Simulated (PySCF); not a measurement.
# CeH3P (Ce(PH3)3+): the cost of one run

Method: several levels, as the steps say, no spin–orbit coupling; program: PySCF 2.14.0.

1 further run of the same task is left out (for a known fault of the program).

**1. The starting structure**

5 atoms, charge 3, spin multiplicity 1.

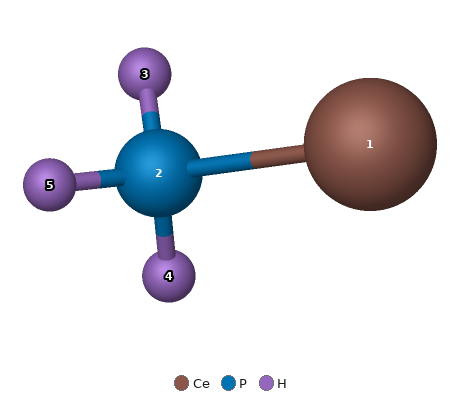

The geometry (cerium brown, phosphorus blue, hydrogen purple); atoms are numbered from 1 in the order of the file.

Coordinates:

```xyz
5
CeH3P
Ce    0.0000    0.0000   -0.5159
P     0.0000    0.0000    2.5244
H     1.3212    0.0000    3.0621
H    -0.6606    1.1442    3.0621
H    -0.6606   -1.1442    3.0621
```

Formal oxidation states: Ce +3. Each metal's 1 4f electrons lie in its core potential, so multiplicities, spins and levels count the valence alone. An earlier session relaxed this geometry at PBE0, Ce lcecp-1-SVP with ECP47, P def2-SVP, H def2-SVP (singlet, point group C3v).

At PBE0 on the finer grid: E = -373.856445 Eh, HOMO -23.53 eV, LUMO -19.07 eV, Mulliken charge on Ce1 +2.36 e, largest force component 0.011 eV/Å. 

Levels to run: B3LYP; M06-L; PBE0, TZVP. Hardware: 2 threads of Arm Neoverse V2, shared host.

**2. B3LYP**

Input file run.py (the lines that set the calculation):

```python
mol = gto.M(atom='''
Ce     0.00000     0.00000    -0.51586
P      0.00000     0.00000     2.52444
H      1.32121    -0.00001     3.06207
H     -0.66060     1.14420     3.06207
H     -0.66061    -1.14420     3.06207''',
    basis={'Ce': 'lcecp-1-SVP', 'P': 'def2-SVP', 'H': 'def2-SVP'},
    ecp={'Ce': 'lcecp-1-SVP'},
    charge=3, spin=0)
mf = dft.RKS(mol, xc='B3LYP')
mf.grids.atom_grid = (75, 302)  # f atoms: unpruned, at least (60, 302)
mf = mf.density_fit()  # fitting sets: Ce AutoAux, P def2-universal-JKFIT, H def2-universal-JKFIT
mf.conv_tol = 1e-08; mf.max_cycle = 55
mf.kernel(dm0)  # dm0: the density of the relaxed state
```

Started as:

```
> OMP_NUM_THREADS=2 python run.py
```

**Question.** How long does this run take on 2 threads of Arm Neoverse V2, shared host?

About 1.7 s.
